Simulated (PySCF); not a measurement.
## Two runs on C$_{2}$H$_{7}$AlClFO

System: C$_{2}$H$_{7}$AlClFO, SMILES C[O+](CF)[AlH2-][Cl].
Method of the first run: GIAO HF/pcSseg-1 NMR shielding, non-relativistic, gas phase (PySCF 2.14.0).

The geometry comes from this level: PBE0-D3(BJ)/def2-SVP. Text and figures count atoms from 1; the logs count them from 0 in places.

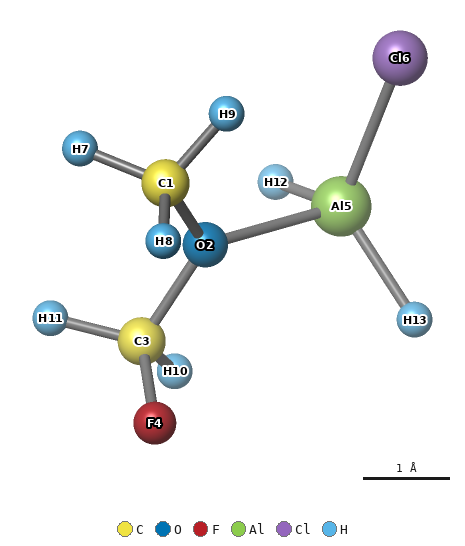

**Figure 1.** The structure (ball-and-stick view, seen at a tilt; atoms are numbered from 1 in the order of the input). Sticks mark near contacts. Bond lengths as drawn: Al–Cl 2.15 Å, Al–H 1.59 Å, Al–O 2.02 Å, C–F 1.35 Å, C–H 1.10 Å and C–O 1.40 to 1.43 Å.

**Input file, the first run**
```
{"job": {"kind": "nmr", "xc": "HF", "basis": "pcSseg-1", "pop": false}, "charge": 0, "multiplicity": 1}
C     -0.047004     1.503658    -0.117684
O     -0.104226     0.074756    -0.021585
C     -1.387679    -0.475649    -0.017055
F     -2.025006    -0.153747     1.125834
Al     1.452456    -1.202886     0.096937
Cl     3.047712     0.233843     0.089356
H     -0.464556     1.818174    -1.086104
H     -0.612015     1.945147     0.713337
H      1.012430     1.775342    -0.053260
H     -1.264421    -1.567414    -0.088038
H     -1.960595    -0.078766    -0.872264
H      1.224012    -1.988458    -1.269267
H      1.136043    -1.900828     1.488274
```

The first line tells a small driver script what to run in PySCF; the rest is the geometry in Å.

Launched with:
```bash
OMP_NUM_THREADS=1 python <driver script> task.json out
```

Hardware: 1 CPU thread, shared host.

**Output (the first run)**
```
final grid: 106472 points
cycle   1  E = -955.3930368086  dE =  6.121e-01  |g| = 7.082e-01  |ddm| = 2.840e+00
cycle   2  E = -955.5017413015  dE = -1.087e-01  |g| = 3.570e-01  |ddm| = 7.155e-01
cycle   3  E = -955.5234514020  dE = -2.171e-02  |g| = 6.316e-02  |ddm| = 2.093e-01
cycle   4  E = -955.5245860426  dE = -1.135e-03  |g| = 2.012e-02  |ddm| = 7.483e-02
cycle   5  E = -955.5246895780  dE = -1.035e-04  |g| = 3.321e-03  |ddm| = 2.157e-02
cycle   6  E = -955.5246950992  dE = -5.521e-06  |g| = 1.070e-03  |ddm| = 5.599e-03
cycle   7  E = -955.5246956046  dE = -5.055e-07  |g| = 4.465e-04  |ddm| = 1.666e-03
cycle   8  E = -955.5246956644  dE = -5.971e-08  |g| = 1.190e-04  |ddm| = 4.680e-04
cycle   9  E = -955.5246956698  dE = -5.444e-09  |g| = 1.832e-05  |ddm| = 1.662e-04
cycle  10  E = -955.5246956700  dE = -1.655e-10  |g| = 4.122e-06  |ddm| = 2.975e-05
converged SCF energy = -955.5246956700

GIAO shielding tensors (ppm)
atom      isotropic    diamagn.    paramagn.     s11        s22        s33       span
  0 C      137.178     243.491    -106.313    105.924    119.234    186.375     80.451
  1 O      303.670     406.392    -102.722    228.843    316.329    365.837    136.994
  2 C      100.686     237.049    -136.363     84.602     96.543    120.914     36.312
  3 F      390.859     472.467     -81.607    295.133    396.161    481.284    186.151
  4 Al     463.375     790.915    -327.540    422.222    457.504    510.398     88.176
  5 Cl    1023.531    1149.567    -126.036    950.988   1049.204   1070.401    119.412
  6 H       28.475      29.468      -0.993     24.807     25.495     35.123     10.315
  7 H       27.861      29.121      -1.260     23.338     26.373     33.872     10.534
  8 H       26.440      29.012      -2.572     19.463     28.583     31.274     11.811
  9 H       26.461      28.463      -2.002     21.669     26.909     30.805      9.136
 10 H       26.960      28.535      -1.575     22.735     26.505     31.639      8.904
 11 H       27.975      29.603      -1.628     24.541     26.232     33.152      8.612
 12 H       27.809      29.502      -1.693     24.263     26.322     32.841      8.578
```

For the second run the input was changed thus:
```diff
-"xc": "HF"
+"xc": "KT2"
```

Predict how the results change.

The total energies belong to different methods, so their difference says nothing on which is more stable or more accurate. The HOMO goes from −10.90 to −6.49 eV. The LUMO goes from 3.17 to −0.71 eV. The dipole moment goes from 5.39 to 4.94 D. Of all shieldings, the largest change is that of Cl6, by −74.7 ppm. The method changes from HF to KT2. Exact exchange removes part of the self-interaction error of semilocal functionals, which pushes filled and empty levels apart. The SCF takes 15 iterations against 10.

**Output (the second run)**
```
coarse grid: 11936 points
cycle   1  E = -967.2579553673  dE =  4.304e-01  |g| = 8.015e-01  |ddm| = 2.959e+00
cycle   2  E = -967.0653845700  dE =  1.926e-01  |g| = 1.339e+00  |ddm| = 1.434e+00
cycle   3  E = -967.3675229811  dE = -3.021e-01  |g| = 1.120e-01  |ddm| = 9.209e-01
cycle   4  E = -967.3699326321  dE = -2.410e-03  |g| = 3.652e-02  |ddm| = 1.242e-01
cycle   5  E = -967.3701962857  dE = -2.637e-04  |g| = 9.994e-03  |ddm| = 4.914e-02
cycle   6  E = -967.3702252014  dE = -2.892e-05  |g| = 2.166e-03  |ddm| = 1.439e-02
cycle   7  E = -967.3702261469  dE = -9.455e-07  |g| = 7.738e-04  |ddm| = 2.040e-03
final grid: 106472 points
cycle   8  E = -967.4843303964  dE = -1.580e-04  |g| = 3.243e-02  |ddm| = 3.865e-02
cycle   9  E = -967.4839491757  dE =  3.812e-04  |g| = 5.657e-02  |ddm| = 5.009e-02
cycle  10  E = -967.4844727541  dE = -5.236e-04  |g| = 6.586e-03  |ddm| = 3.558e-02
cycle  11  E = -967.4844786942  dE = -5.940e-06  |g| = 2.318e-03  |ddm| = 5.273e-03
cycle  12  E = -967.4844797057  dE = -1.011e-06  |g| = 3.410e-04  |ddm| = 1.490e-03
cycle  13  E = -967.4844797277  dE = -2.199e-08  |g| = 8.733e-05  |ddm| = 3.604e-04
cycle  14  E = -967.4844797291  dE = -1.457e-09  |g| = 1.605e-05  |ddm| = 8.655e-05
cycle  15  E = -967.4844797292  dE = -6.457e-11  |g| = 5.836e-06  |ddm| = 2.537e-05
converged SCF energy = -967.4844797292

GIAO shielding tensors (ppm)
atom      isotropic    diamagn.    paramagn.     s11        s22        s33       span
  0 C      126.646     247.662    -121.017     89.895    109.148    180.893     90.998
  1 O      262.142     402.046    -139.904    188.770    265.860    331.796    143.026
  2 C       79.484     242.544    -163.060     53.053     80.158    105.241     52.188
  3 F      336.682     472.826    -136.144    232.096    340.185    437.766    205.670
  4 Al     413.753     797.307    -383.554    380.912    407.542    452.805     71.893
  5 Cl     948.820    1151.680    -202.860    820.338    984.062   1042.061    221.723
  6 H       28.148      29.623      -1.474     24.784     25.286     34.375      9.591
  7 H       27.415      29.486      -2.072     23.176     25.866     33.202     10.026
  8 H       25.877      29.768      -3.891     19.348     28.344     29.938     10.590
  9 H       25.506      29.130      -3.625     21.040     26.223     29.254      8.215
 10 H       26.004      28.862      -2.858     21.807     26.148     30.057      8.251
 11 H       26.779      29.174      -2.396     23.347     25.013     31.975      8.628
 12 H       26.639      29.105      -2.466     23.133     25.125     31.660      8.528
```

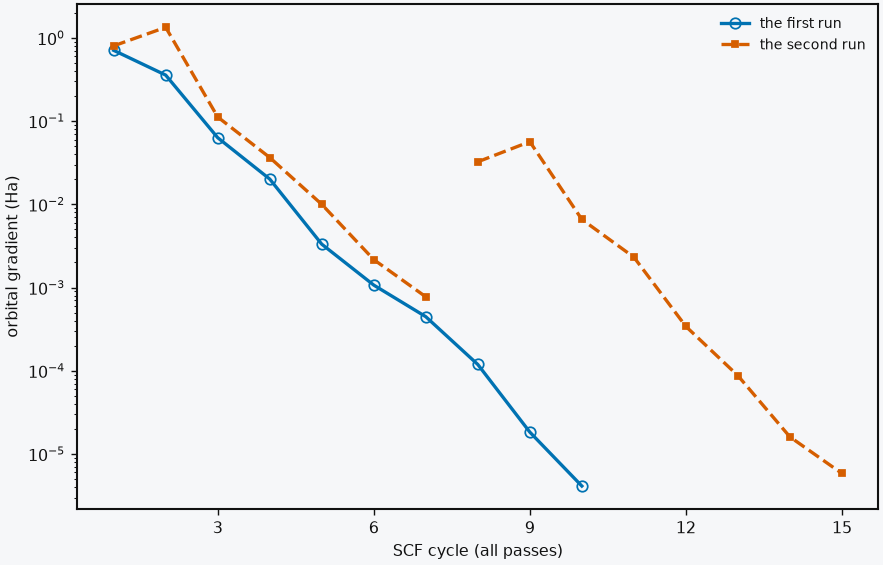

**Figure 2.** Convergence of the two runs: orbital gradient against the SCF cycle. A break in a curve parts two SCF passes (coarse and final grid). The first run takes 10 cycles in all, and the second run takes 15.

**The two runs side by side**

```tsv
quantity	the first run	the second run
outcome	converged	converged
total energy (hartree)	−955.524696	−967.484480
HOMO (eV)	−10.90	−6.49
LUMO (eV)	3.17	−0.71
dipole moment (D)	5.39	4.94
shielding of C1 (ppm)	137.2	126.6
shielding of O2 (ppm)	303.7	262.1
shielding of C3 (ppm)	100.7	79.5
shielding of F4 (ppm)	390.9	336.7
shielding of Al5 (ppm)	463.4	413.8
shielding of Cl6 (ppm)	1023.5	948.8
shielding of H12 (ppm)	28.0	26.8
SCF iterations	10	15
basis functions	151	151
wall time (shared host)	6.8 s	18 s
```
